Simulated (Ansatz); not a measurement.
**Cl3HOZr···PH3: density, localisation and related maps**

The calculation's input:

```
crystal:
  periodic: [false, false, false]
  atoms:
    - { symbol: Zr, position_ang: [-0.058872, 0.05371, -0.010172] }
    - { symbol: O, position_ang: [-0.16986, 0.135011, 1.994844] }
    - { symbol: H, position_ang: [-0.661411, 0.008835, 2.823755] }
    - { symbol: Cl, position_ang: [2.140315, 0.370253, -0.834351] }
    - { symbol: Cl, position_ang: [-1.269031, 1.923275, -0.777656] }
    - { symbol: Cl, position_ang: [-1.193113, -1.784138, -0.976316] }
    - { symbol: P, position_ang: [1.767165, -2.889982, 1.493824] }
    - { symbol: H, position_ang: [0.683137, -3.401661, 0.701542] }
    - { symbol: H, position_ang: [2.415643, -2.278918, 0.367196] }
    - { symbol: H, position_ang: [1.061827, -1.700284, 1.851834] }
basis:
  gaussian: { orbitals: def2-SVP }
hamiltonian:
  xc: blyp
  dispersion: d4
relax:
  f_tol: 0.03
  max_steps: 50
output:
  orbitals: {}
```

Run with:

```sh
ansatz run input.yaml --threads 4 --pin off --max-ram 5120MiB --backend cpu --events-out ev --progress --plain --runs-dir out
```

The fields are those of the run's last geometry, not of the input's.

Core potentials replace the inner electrons of Zr.

The calculation used RKS BLYP-D4/def2-SVP in Ansatz 0.2.0.

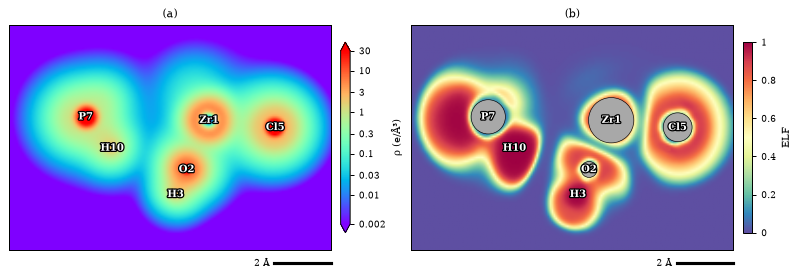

Figure 1. (a) electron density; (b) electron localisation function on the plane of atoms O2, Zr1 and Cl5. Grey discs cover the atomic cores in the ELF map.

Read the bonding off the picture.

The plane passes through Zr, O, H, Cl and P nuclei. Zr1···H10 (3.56 Å): the density falls to about 0.03 e/Å³ on the way; the ELF dips to about 0 between them (a non-bonded, intermolecular contact). Zr–O (1.91 Å): ρ at the midpoint is about 0.92 e/Å³; the ELF peaks at about 0.85 in the valence shell of O, 0.5 Å from its nucleus, and drops to about 0.20 between the two atoms. Zr–Cl (2.36 Å): ρ at the midpoint is about 0.56 e/Å³; the ELF peaks at about 0.85 in the valence shell of Cl, 0.8 Å from its nucleus, and is about 0.35 at the midpoint. O–H (0.97 Å): ρ at the midpoint is about 3.6 e/Å³; the ELF climbs to about 1 towards the hydrogen, as it does in any bond to H; a covalent bond by its length. P–H (1.44 Å): ρ at the midpoint is about 1 e/Å³; the ELF climbs to about 1 towards the hydrogen. The ELF also peaks beside P7, away from the bonds: lone-pair regions.

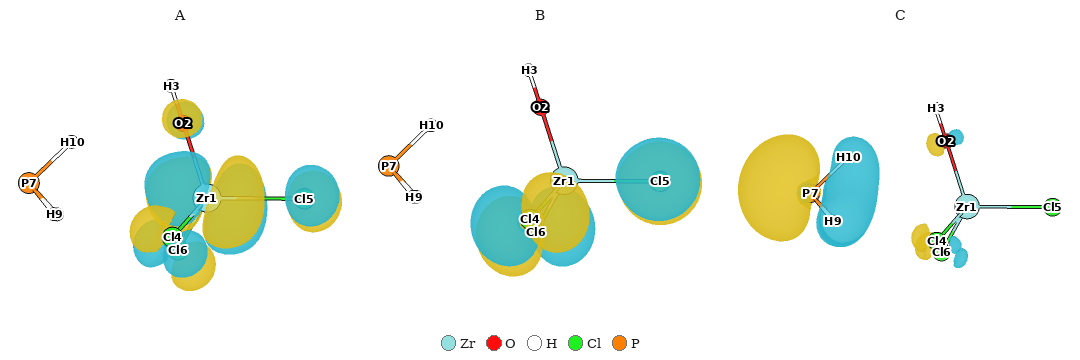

Figure 2. Three frontier orbitals at ±0.1 Å⁻³ᐟ² (yellow and cyan are the two phases), in no order.

Order the three orbitals by energy and name them.

B is the HOMO−1 (−7.57 eV). By Hirshfeld shares it lies mainly on Cl5 (about 35 %), Cl4 (about 30 %) and Cl6 (about 30 %); largely a combination of lone pairs on Cl5, Cl4 and Cl6. C is the HOMO (−6.54 eV). By Hirshfeld shares it lies mainly on P7 (about 75 %); largely a lone pair of P7. A is the LUMO (−2.64 eV). By Hirshfeld shares it lies mainly on Zr1 (about 70 %), Cl5 (about 10 %), Cl6 (about 10 %) and Cl4 (about 5 %).

What is the HOMO–LUMO gap?

3.90 eV between the orbital energies.

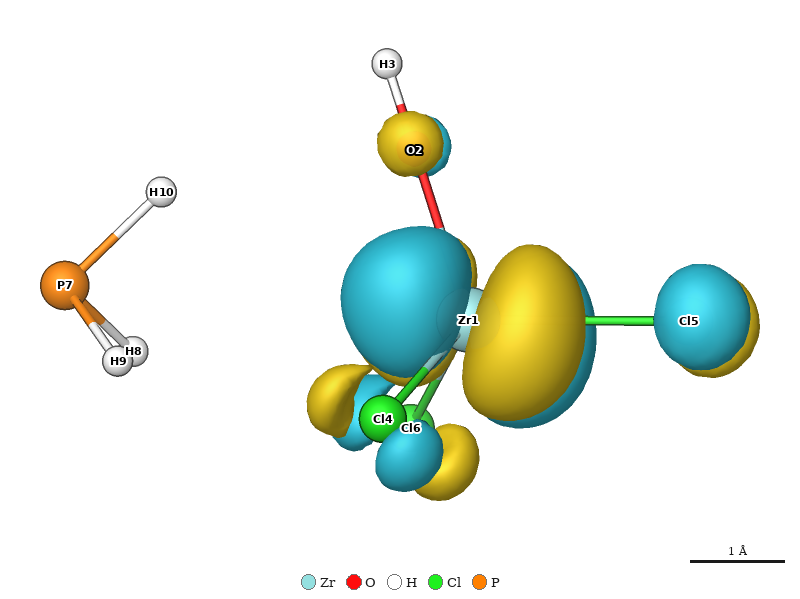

Figure 3. One frontier orbital at ±0.15 Å⁻³ᐟ² (yellow and cyan are the two phases), seen across its widest extent.

Which orbital is it: HOMO or LUMO?

The LUMO, at −2.64 eV. By Hirshfeld shares it lies mainly on Zr1 (about 70 %), Cl5 (about 10 %), Cl6 (about 10 %) and Cl4 (about 5 %).
